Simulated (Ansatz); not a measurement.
**GaHCl2O (SMILES [OH][Ga]([Cl])[Cl]) at 6 levels**

We compute a comparison of 6 runs (HF/STO-3G, BHLYP/def2-SVP, BLYP/def2-SVP, revPBE/def2-SVP, wB97M-V/def2-SVP, wB97X/def2-SVP) of GaHCl2O. 

The results are computed with Ansatz 0.2.0.

79 further runs of the same task are left out: 79 set aside as unsound or not needed. Runs told in other sessions of the task aren't counted.

### 1 Starting point

GaHCl2O: 5 atoms, total charge 0, spin state singlet. As SMILES, `[OH][Ga]([Cl])[Cl]`. The O1–H5 distance was set to 1.442 Å, away from the relaxed value. At this shape a bond of the SMILES string is far longer than usual.

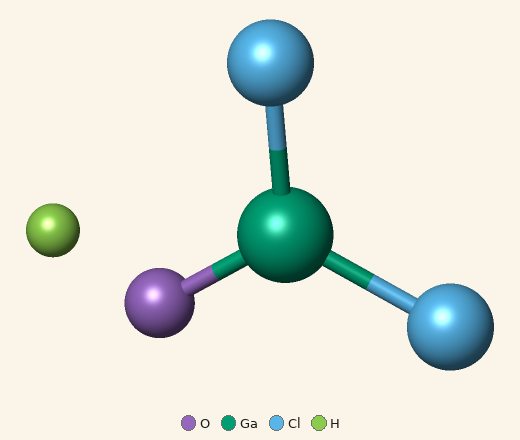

The structure, seen from a chosen angle (oxygen purple, gallium teal, chlorine blue, hydrogen green).

### 2 A single-point energy at HF/STO-3G (run 1)

in.yaml reads:

```yaml
crystal:
  periodic: [false, false, false]
  atoms:
    - {symbol: O, position_ang: [0.589329, 1.113215, 0.491835]}
    - {symbol: Ga, position_ang: [0.453329, -0.635885, 0.302735]}
    - {symbol: Cl, position_ang: [1.834829, -1.876285, 1.303635]}
    - {symbol: Cl, position_ang: [-1.073071, -1.477685, -0.909865]}
    - {symbol: H, position_ang: [-0.415200, 1.837400, -0.246000]}
basis:
  gaussian: {orbitals: STO-3G}
hamiltonian: {xc: hf}
accuracy: high
output: {orbitals: {seedname: orbitals}}
```

Started as:

```
ansatz run in.yaml --threads 1 --pin off --max-ram 3480MiB --events-out events.jsonl --progress --plain --runs-dir runs
```

Log:

```text
Warning: RAYON_NUM_THREADS=1 ignored (pool sized by the plan → 1); use --threads N
Functional definition: HF
  name "HF"
  exchange = exact_x
  correlation = 0
732 factors; integrals over basis functions are off by at most 2.9e-8 eV
mean field evaluation 1: about -78487.6137 eV, gradient 2.9e1 eV
mean field evaluation 2: about -78487.6791 eV, gradient 2.9e1 eV
mean field evaluation 4: about -78491.3113 eV, gradient 2.8e0 eV
mean field evaluation 8: about -78491.3614 eV, gradient 3.9e-3 eV
mean field -78491.36138092 eV, -2884.5043273933 hartree, gradient 2.2e-8 eV, S^2 0.000000; 0 other end points of the search recorded, 0 dependent functions left out
reference -78491.36138092 eV, -2884.5043273933 hartree; 37, 37 occupied and 5, 5 virtual orbitals, 732 factors
Total energy: -78491.36138092 eV, -2884.5043273933 hartree
```

It took 0.5 s on 1 thread of Arm Neoverse V2, shared host; peak memory 0.096 GiB.

### 3 The energy at BHLYP/def2-SVP (run 2)

input.yaml reads:

```yaml
crystal:
  periodic: [false, false, false]
  atoms:
    - {symbol: O, position_ang: [0.589329, 1.113215, 0.491835]}
    - {symbol: Ga, position_ang: [0.453329, -0.635885, 0.302735]}
    - {symbol: Cl, position_ang: [1.834829, -1.876285, 1.303635]}
    - {symbol: Cl, position_ang: [-1.073071, -1.477685, -0.909865]}
    - {symbol: H, position_ang: [-0.415200, 1.837400, -0.246000]}
basis:
  gaussian:
    orbitals: def2-SVP
magnetization:
  spin_polarized: false
hamiltonian:
  xc: {name: BHLYP}
accuracy: high
output:
  orbitals: {seedname: orbitals}
```

Started as:

```
ansatz run input.yaml --threads 1 --pin off --max-ram 3480MiB --events-out events.jsonl --progress --plain --runs-dir runs
```

Log:

```text
Warning: RAYON_NUM_THREADS=1 ignored (pool sized by the plan → 1); use --threads N
Functional definition: BHLYP
  name "BHLYP"
  parameter a = 0.5
  exchange = (1 - a)*b88_x + a*exact_x
  correlation = lyp_c
1680 factors; integrals over basis functions are off by at most 1.1e-8 eV
mean field evaluation 1: about -79464.5438 eV, gradient 5.1e1 eV
mean field evaluation 2: about -79451.6230 eV, gradient 9.4e1 eV
mean field evaluation 4: about -79469.8054 eV, gradient 4.1e0 eV
mean field evaluation 8: about -79469.9859 eV, gradient 5.1e-1 eV
mean field evaluation 16: about -79469.9864 eV, gradient 1.4e-4 eV
mean field -79469.98644978 eV, -2920.4681353378 hartree, gradient 4.3e-8 eV, S^2 0.000000; 0 other end points of the search recorded, 0 dependent functions left out
reference -79469.98647514 eV, -2920.4681362697 hartree; 37, 37 occupied and 50, 50 virtual orbitals, 1680 factors
Total energy: -79469.98647514 eV, -2920.4681362697 hartree
```

Wall time 8.1 s (1 thread of Arm Neoverse V2, shared host); peak memory 0.3 GiB.

Runs 3 to 4 aren't shown in full; the table further down has their settings and results.

### 4 A single-point energy at wB97M-V/def2-SVP (run 5)

job.yaml reads:

```yaml
crystal:
  periodic: [false, false, false]
  atoms:
    - {symbol: O, position_ang: [0.589329, 1.113215, 0.491835]}
    - {symbol: Ga, position_ang: [0.453329, -0.635885, 0.302735]}
    - {symbol: Cl, position_ang: [1.834829, -1.876285, 1.303635]}
    - {symbol: Cl, position_ang: [-1.073071, -1.477685, -0.909865]}
    - {symbol: H, position_ang: [-0.415200, 1.837400, -0.246000]}
basis:
  gaussian: {orbitals: def2-SVP}
total_charge: 0
hamiltonian: {xc: {name: wB97M-V}}
accuracy: high
output: {orbitals: {seedname: orbitals}}
```

Started as:

```
ansatz run job.yaml --threads 1 --pin off --max-ram 3480MiB --events-out events.jsonl --progress --plain --runs-dir runs
```

Log, shortened:

```text
Warning: RAYON_NUM_THREADS=1 ignored (pool sized by the plan → 1); use --threads N
Functional definition: wB97M-V
  name "wB97M-V"
[...]
  gx(w, u) = 1 - cx + cx01*u + cx10*w
  gss(w, u) = css00 + css04*u^4 + css10*w + css20*w^2 + css43*w^4*u^3
  gos(w, u) = cos00 + cos10*w + (cos20 + cos21*u)*w^2 + (cos60 + cos61*u)*w^6
[...]
      + integral(e_c_pw_mod_opposite_spin*gos(b97_w_opposite, b97_u_opposite)) + vv10(b, c)
1680 factors; integrals over basis functions are off by at most 1.1e-8 eV
342 factors; integrals over basis functions are off by at most 1.3e-9 eV
[...]
mean field -79467.48813884 eV, -2920.3763241043 hartree, gradient 8.0e-8 eV, S^2 0.000000; 0 other end points of the search recorded, 0 dependent functions left out
reference -79467.48814323 eV, -2920.3763242655 hartree; 37, 37 occupied and 50, 50 virtual orbitals, 1680 factors
Total energy: -79467.48814323 eV, -2920.3763242655 hartree
```

It took 65 s on 1 thread of Arm Neoverse V2, shared host; peak memory 0.58 GiB.

### 5 A single-point energy at wB97X/def2-SVP (run 6)

molecule.yaml reads:

```yaml
crystal:
  periodic: [false, false, false]
  atoms:
    - {symbol: O, position_ang: [0.589329, 1.113215, 0.491835]}
    - {symbol: Ga, position_ang: [0.453329, -0.635885, 0.302735]}
    - {symbol: Cl, position_ang: [1.834829, -1.876285, 1.303635]}
    - {symbol: Cl, position_ang: [-1.073071, -1.477685, -0.909865]}
    - {symbol: H, position_ang: [-0.415200, 1.837400, -0.246000]}
basis:
  gaussian: {orbitals: def2-SVP}
hamiltonian: {xc: {name: wB97X}}
accuracy: high
output: {orbitals: {seedname: orbitals}}
```

Started as:

```
ansatz run molecule.yaml --threads 1 --pin off --max-ram 3480MiB --events-out events.jsonl --progress --plain --runs-dir runs
```

Log, shortened:

```text
Warning: RAYON_NUM_THREADS=1 ignored (pool sized by the plan → 1); use --threads N
Functional definition: wB97X
  name "wB97X"
[...]
      + exact_x_lr(omega)
[...]
      + integral(e_c_pw_opposite_spin*poly(b97_u_opposite, 1, cos1, cos2, cos3, cos4))
1680 factors; integrals over basis functions are off by at most 1.1e-8 eV
342 factors; integrals over basis functions are off by at most 1.3e-9 eV
[...]
mean field -79472.54006881 eV, -2920.5619791063 hartree, gradient 7.5e-8 eV, S^2 0.000000; 0 other end points of the search recorded, 0 dependent functions left out
reference -79472.54006586 eV, -2920.5619789979 hartree; 37, 37 occupied and 50, 50 virtual orbitals, 1680 factors
Total energy: -79472.54006586 eV, -2920.5619789979 hartree
```

It took 25 s on 1 thread of Arm Neoverse V2, shared host; peak memory 0.52 GiB.

### 6 Overview of the runs

| run | level | energy (Eh) | HOMO energy (eV) | LUMO energy (eV) | HOMO–LUMO gap (eV) | wall time |
| --- | --- | --- | --- | --- | --- | --- |
| 1 | HF/STO-3G | -2884.504327 | -9.53 | 4.45 | 13.97 | 0.5 s |
| 2 | BHLYP/def2-SVP | -2920.468136 | -10.41 | -1.37 | 9.04 | 8.1 s |
| 3 | BLYP/def2-SVP | -2920.591999 | -7.19 | -3.44 | 3.75 | 5.4 s |
| 4 | revPBE/def2-SVP | -2920.208087 | -7.33 | -3.48 | 3.85 | 5.7 s |
| 5 | wB97M-V/def2-SVP | -2920.376324 | -11.36 | -0.33 | 11.03 | 65 s |
| 6 | wB97X/def2-SVP | -2920.561979 | -11.54 | -0.21 | 11.33 | 25 s |

### 7 Summary of results

```
            quantity           value
 run 6: total energy  -2920.56198 Eh
  run 6: HOMO energy       -11.54 eV
  run 6: LUMO energy        -0.21 eV
run 6: HOMO–LUMO gap        11.33 eV
```

What this shows: The HOMO–LUMO gap runs from 3.75 eV (BLYP/def2-SVP) to 13.97 eV (HF/STO-3G). The two ends differ in method and basis. Totals of different functionals can't be ranked against each other. In run 1 the basis is minimal, so the values are rough. In all runs a closed-shell determinant meets a far-stretched bond; if it breaks into open shells, such a determinant describes it badly, and no broken-symmetry solution was shown. All runs together took 1.8 min, the longest 65 s.
